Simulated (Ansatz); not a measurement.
## Run report: WH$_{4}$O$_{2}$F$_{4}$, geometry relaxation (part 1 of 2)

- system: WH$_{4}$O$_{2}$F$_{4}$
- method: RKS revPBE/def2-SVP (Ansatz 0.2.0)

The input holds or restrains some coordinates. It belongs to a series of runs on one base structure; here: pulled along the bonds that form and break, towards end B. Figures and captions count atoms from 1; the log counts them from 0 in places.

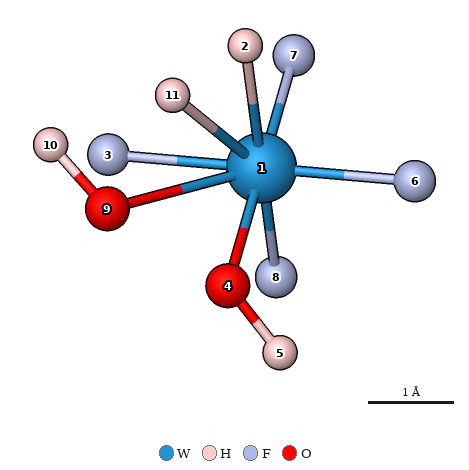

Fig. 1: The input geometry (ball-and-stick view, seen at a tilt; atoms are numbered from 1 in the order of the input). Sticks mark near contacts. Bond lengths as drawn: F–W 1.85 Å, H–O 1.01 Å, H–W 2.07 to 2.20 Å and O–W 1.94 to 2.24 Å.

## The input
```yaml
crystal:
  periodic: [false, false, false]
  atoms:
    - { symbol: W, position_ang: [0.0, 0.0, 0.0] }
    - { symbol: H, position_ang: [0.0, 0.0, 2.07] }
    - { symbol: F, position_ang: [1.85, 0.0, 0.0] }
    - { symbol: O, position_ang: [0.0, 1.94, 0.0] }
    - { symbol: H, position_ang: [-0.6343, 2.2771, -0.71] }
    - { symbol: F, position_ang: [-1.85, 0.0, 0.0] }
    - { symbol: F, position_ang: [0.0, -1.85, 0.0] }
    - { symbol: F, position_ang: [0.0, 0.0, -1.85] }
    - { symbol: O, position_ang: [1.4721, 1.5335, 0.7063] }
    - { symbol: H, position_ang: [2.2027, 1.0805, 1.2365] }
    - { symbol: H, position_ang: [0.7317, 0.7622, 1.9256] }
basis:
  gaussian: { orbitals: def2-SVP }
hamiltonian:
  xc: revpbe
relax:
  f_tol: 0.15
  max_steps: 25
  restrain:
    - { distance: [0, 8], at: 1.94, k: 30.0 }
    - { distance: [10, 1], at: 0.66, k: 30.0 }
    - { distance: [0, 1], at: 2.92, k: 30.0 }
    - { distance: [10, 8], at: 2.21, k: 30.0 }
```

Machine: 4 threads of AMD EPYC (Zen 5), 32 GiB of memory available, shared host.

Command:
```bash
ansatz run input.yaml --threads 4 --pin off --max-ram 5120MiB --backend cpu --events-out ev --progress --plain --runs-dir out
```

## Log
```
The last accepted step is kept in [file] (removed where the run ends without a failure and the disk answers)
Engine: ansatz 0.2.0, x86_64-unknown-linux-gnu
Functional definition: revPBE
  parameter kappa = 1.245
  parameter beta = 0.06672455060314922
  exchange = pbe_x(kappa = kappa, mu = beta*pi^2/3)
  correlation = pbe_c(beta = beta)
1417 factors; their error is unknown
mean field evaluation 1: about -16808.7815 eV, gradient 1.2e2 eV
mean field evaluation 2: about -16252.2851 eV, gradient 4.1e2 eV
mean field evaluation 4: about -16772.6054 eV, gradient 1.7e2 eV
mean field evaluation 8: about -16835.0347 eV, gradient 2.4e-1 eV
mean field evaluation 16: about -16832.4741 eV, gradient 1.3e1 eV
mean field -16835.03506321 eV, -618.6761273763 hartree, gradient 9.8e-6 eV, S^2 0.000000; 2 other end points of the search recorded, 0 dependent functions left out
the calculation of the forces begins
reference -16835.03515088 eV, -618.6761305982 hartree; 35, 35 occupied and 101, 101 virtual orbitals, 1417 factors
relax step   1: F+E_penalty+E_count = -16835.03506321 eV  Δ(F+E_penalty+E_count) = +0.000e0 eV  max|allowed force component| = 1.012e1 eV/Å  E_restraint = 19.85681853 eV  max|allowed force component, restraints' pulls added| = 2.361e1 eV/Å  Δτ_max = 0.0000 Å  (111 SCF iters, accepted)
  distance W 0 - O 8 = 2.2400 Å
  distance H 10 - H 1 = 1.0664 Å
  distance W 0 - H 1 = 2.0700 Å
  distance H 10 - O 8 = 1.6217 Å
these checks for a lower state are left out or cut short: starts, cluster_reference, orbital_swaps, neighbouring_geometries, increment
1417 factors; their error is unknown
mean field evaluation 32: about -16837.1633 eV, gradient 8.6e-4 eV
mean field -16837.16331912 eV, -618.7543393386 hartree, gradient 1.7e-5 eV, S^2 0.000000; 0 other end points of the search recorded, 0 dependent functions left out
[... from here on the field's lines of each further geometry are left out, up to the last ...]
relax step   2: F+E_penalty+E_count = -16837.16331912 eV  Δ(F+E_penalty+E_count) = -2.128e0 eV  max|allowed force component| = 7.708e0 eV/Å  E_restraint = 8.74974109 eV  max|allowed force component, restraints' pulls added| = 1.486e1 eV/Å  Δτ_max = 0.1949 Å  (46 SCF iters, accepted)
relax step   3: F+E_penalty+E_count = -16839.15749987 eV  Δ(F+E_penalty+E_count) = -1.994e0 eV  max|allowed force component| = 5.568e0 eV/Å  E_restraint = 2.23977279 eV  max|allowed force component, restraints' pulls added| = 9.048e0 eV/Å  Δτ_max = 0.1947 Å  (51 SCF iters, accepted)
relax step   4: F+E_penalty+E_count = -16841.03493266 eV  Δ(F+E_penalty+E_count) = -1.877e0 eV  max|allowed force component| = 2.537e0 eV/Å  E_restraint = 0.32755637 eV  max|allowed force component, restraints' pulls added| = 3.432e0 eV/Å  Δτ_max = 0.1950 Å  (44 SCF iters, accepted)
relax step   5: F+E_penalty+E_count = -16842.33630981 eV  Δ(F+E_penalty+E_count) = -1.301e0 eV  max|allowed force component| = 1.347e0 eV/Å  E_restraint = 0.06437116 eV  max|allowed force component, restraints' pulls added| = 1.256e0 eV/Å  Δτ_max = 0.1932 Å  (38 SCF iters, accepted)
relax step   6: F+E_penalty+E_count = -16843.02213796 eV  Δ(F+E_penalty+E_count) = -6.858e-1 eV  max|allowed force component| = 1.367e0 eV/Å  E_restraint = 0.11319362 eV  max|allowed force component, restraints' pulls added| = 1.437e0 eV/Å  Δτ_max = 0.1987 Å  (39 SCF iters, accepted)
relax step   7: F+E_penalty+E_count = -16843.28508889 eV  Δ(F+E_penalty+E_count) = -2.630e-1 eV  max|allowed force component| = 2.940e0 eV/Å  E_restraint = 0.13310242 eV  max|allowed force component, restraints' pulls added| = 2.940e0 eV/Å  Δτ_max = 0.1927 Å  (38 SCF iters, accepted)
relax step   8: F+E_penalty+E_count = -16843.60277106 eV  Δ(F+E_penalty+E_count) = -3.177e-1 eV  max|allowed force component| = 1.368e0 eV/Å  E_restraint = 0.08759298 eV  max|allowed force component, restraints' pulls added| = 1.368e0 eV/Å  Δτ_max = 0.2000 Å  (39 SCF iters, accepted)
relax step   9: F+E_penalty+E_count = -16843.79171876 eV  Δ(F+E_penalty+E_count) = -1.889e-1 eV  max|allowed force component| = 1.095e0 eV/Å  E_restraint = 0.07761215 eV  max|allowed force component, restraints' pulls added| = 9.265e-1 eV/Å  Δτ_max = 0.2000 Å  (37 SCF iters, accepted)
relax step  10: F+E_penalty+E_count = -16843.94811591 eV  Δ(F+E_penalty+E_count) = -1.564e-1 eV  max|allowed force component| = 1.118e0 eV/Å  E_restraint = 0.07476711 eV  max|allowed force component, restraints' pulls added| = 6.692e-1 eV/Å  Δτ_max = 0.2000 Å  (38 SCF iters, accepted)
relax step  11: F+E_penalty+E_count = -16844.06592492 eV  Δ(F+E_penalty+E_count) = -1.178e-1 eV  max|allowed force component| = 8.982e-1 eV/Å  E_restraint = 0.08621991 eV  max|allowed force component, restraints' pulls added| = 6.709e-1 eV/Å  Δτ_max = 0.1951 Å  (38 SCF iters, accepted)
relax step  12: F+E_penalty+E_count = -16844.11090722 eV  Δ(F+E_penalty+E_count) = -4.498e-2 eV  max|allowed force component| = 1.222e0 eV/Å  E_restraint = 0.06958667 eV  max|allowed force component, restraints' pulls added| = 2.013e-1 eV/Å  Δτ_max = 0.1992 Å  (35 SCF iters, accepted)
relax step  13: F+E_penalty+E_count = -16844.12229061 eV  Δ(F+E_penalty+E_count) = -1.138e-2 eV  max|allowed force component| = 1.330e0 eV/Å  E_restraint = 0.07261381 eV  max|allowed force component, restraints' pulls added| = 3.224e-1 eV/Å  Δτ_max = 0.1613 Å  (37 SCF iters, accepted)
relax step  14: F+E_penalty+E_count = -16844.14227344 eV  Δ(F+E_penalty+E_count) = -1.998e-2 eV  max|allowed force component| = 1.184e0 eV/Å  E_restraint = 0.09359746 eV  max|allowed force component, restraints' pulls added| = 5.884e-1 eV/Å  Δτ_max = 0.1353 Å  (33 SCF iters, rejected (line search))
relax step  15: F+E_penalty+E_count = -16844.13315278 eV  Δ(F+E_penalty+E_count) = -1.086e-2 eV  max|allowed force component| = 1.368e0 eV/Å  E_restraint = 0.07543843 eV  max|allowed force component, restraints' pulls added| = 2.046e-1 eV/Å  Δτ_max = 0.0660 Å  (33 SCF iters, accepted)
the calculation of the forces begins
reference -16844.13319738 eV, -619.0104776401 hartree; 35, 35 occupied and 101, 101 virtual orbitals, 1417 factors
relax step  16: F+E_penalty+E_count = -16844.13310812 eV  Δ(F+E_penalty+E_count) = +4.466e-5 eV  max|allowed force component| = 1.492e0 eV/Å  E_restraint = 0.07078177 eV  max|allowed force component, restraints' pulls added| = 1.428e-1 eV/Å  Δτ_max = 0.0997 Å  (32 SCF iters, accepted)
  distance W 0 - O 8 = 1.9113 Å
  distance H 10 - H 1 = 0.7181 Å
  distance W 0 - H 1 = 2.9376 Å
  distance H 10 - O 8 = 2.2246 Å
1417 factors; their error is unknown
mean field evaluation 160: about -16844.1331 eV, gradient 1.9e-1 eV
```

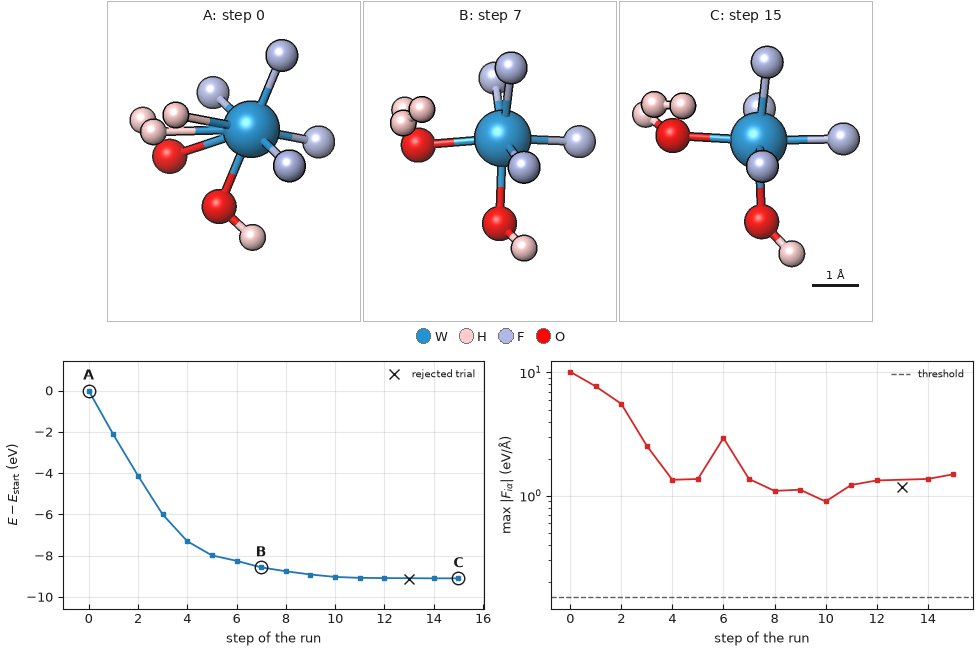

Fig. 2: Frames of the restrained relaxation (ball-and-stick view, seen at a tilt) above the curves, on which the letters mark them (the first geometry is step 0 here and step 1 in the log).

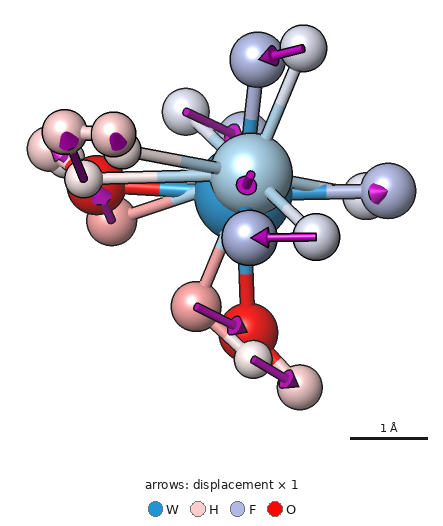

Fig. 3: Start (faint) and end (solid) with the displacements as pink arrows, at true length (ball-and-stick view, seen at a tilt). The two geometries are laid on each other by the best rigid fit. The energy falls by 9.098 eV in 15 geometry steps. The largest force component goes from 10 to 1.5 eV/Å. The line search rejected the trial step at point 13 (counted from 0) and went back. The atom that moves furthest after the best rigid fit is H11 (1.31 Å). Largest moves by element: H 1.31 Å, F 1.19 Å, O 0.90 Å, W 0.58 Å. Distances before and after: W1–H11 2.196 → 3.132 Å, W1–H2 2.070 → 2.938 Å, H2–H11 1.066 → 0.718 Å, W1–O9 2.240 → 1.911 Å. New bonds form: H2–H11 (1.07 → 0.72 Å). Bonds break: W1–H11 (2.20 → 3.13 Å), W1–H2 (2.07 → 2.94 Å). Among the angles that change: F8–W1–O9 108.4° → 170.2°, O4–W1–O9 46.8° → 94.2°, F7–W1–O9 133.2° → 94.1°. (Atoms are counted from 1 in the order of the input.)

```
mean field -16844.13310812 eV, -619.0104743600 hartree, gradient 2.0e-5 eV, S^2 0.000000; 1 other end points of the search recorded, 0 dependent functions left out
the calculation of the forces begins
reference -16844.13319738 eV, -619.0104776401 hartree; 35, 35 occupied and 101, 101 virtual orbitals, 1417 factors
Total energy: -16844.13319738 eV, -619.0104776401 hartree
Atom 0 at     0.319813     0.388058    -0.238475 Å, force     0.554566     0.343977     0.219582 eV/Å
Atom 1 at    -0.294608    -0.235343     2.565691 Å, force    -1.492161    -0.877265    -0.266795 eV/Å
Atom 2 at     1.966386     0.222291    -1.159178 Å, force     0.008481    -0.009584    -0.006418 eV/Å
Atom 3 at    -0.091602     2.093490    -0.920662 Å, force    -0.137452     0.123393    -0.139429 eV/Å
Atom 4 at    -0.760511     2.445564    -1.542041 Å, force     0.142758    -0.086133     0.110402 eV/Å
Atom 5 at    -1.345717     0.387627     0.649513 Å, force     0.024150     0.019515     0.004693 eV/Å
Atom 6 at     0.453089    -1.406773     0.328309 Å, force     0.015290    -0.006674    -0.011554 eV/Å
Atom 7 at    -0.427483    -0.336837    -1.816963 Å, force    -0.013493     0.016196    -0.023906 eV/Å
Atom 8 at     1.363753     1.066562     1.211628 Å, force    -0.303390    -0.120235    -0.915205 eV/Å
Atom 9 at     2.314952     1.045642     1.423325 Å, force    -0.000575     0.008996    -0.013171 eV/Å
Atom 10 at     0.274128     0.073019     2.877253 Å, force     1.201826     0.587813     1.041801 eV/Å
Dipole moment:     0.179828     0.604883     0.059714 e Å
```

## Trajectory as extended XYZ (Å, eV, eV/Å), 16 frames, from step=1 to step=16
```
11
Properties=species:S:1:pos:R:3:forces:R:3 step=1 energy=-16835.03506
W     0.0000    0.0000    0.0000    1.9996   4.1423   1.2136
H     0.0000    0.0000    2.0700    1.1593   1.3126  -0.2367
F     1.8500    0.0000    0.0000    3.6520  -9.7160  -5.3256
O     0.0000    1.9400    0.0000   -8.4894   1.9141  -5.5123
H    -0.6343    2.2771   -0.7100   -0.2270   0.2405   0.4062
F    -1.8500    0.0000    0.0000   -1.2929  -0.2796   0.4228
F     0.0000   -1.8500    0.0000   -0.1935  -1.7151   0.4275
F     0.0000    0.0000   -1.8500   -0.1689   0.0118  -1.0633
O     1.4721    1.5335    0.7063    4.5388   4.2405  10.1246
H     2.2027    1.0805    1.2365    0.5050   0.8328   0.1156
H     0.7317    0.7622    1.9256   -1.4830  -0.9838  -0.5724
11
Properties=species:S:1:pos:R:3:forces:R:3 step=2 energy=-16837.16332
W     0.0529    0.0641   -0.1065    1.5096   2.6910   3.5326
H     0.0514    0.0548    2.2498    0.6057   0.6926  -0.3980
F     1.8910   -0.0788   -0.0504    3.1495  -7.7079  -3.8629
O    -0.0533    1.9614   -0.0384   -6.1064   1.4312  -3.7006
H    -0.6553    2.2884   -0.7244   -1.3801   0.7855  -0.5079
F    -1.8449    0.0000    0.0017    0.0630  -0.1889   0.4259
F    -0.0006   -1.8451    0.0022   -0.1873   0.1008   0.4959
F    -0.0007    0.0012   -1.8899    0.0040   0.1183  -2.6664
O     1.4994    1.5537    0.6849    3.5181   2.1912   6.7134
H     2.2090    1.0881    1.2339   -0.0674   0.7465  -0.1842
H     0.6233    0.6555    2.0154   -1.1089  -0.8604   0.1520
```
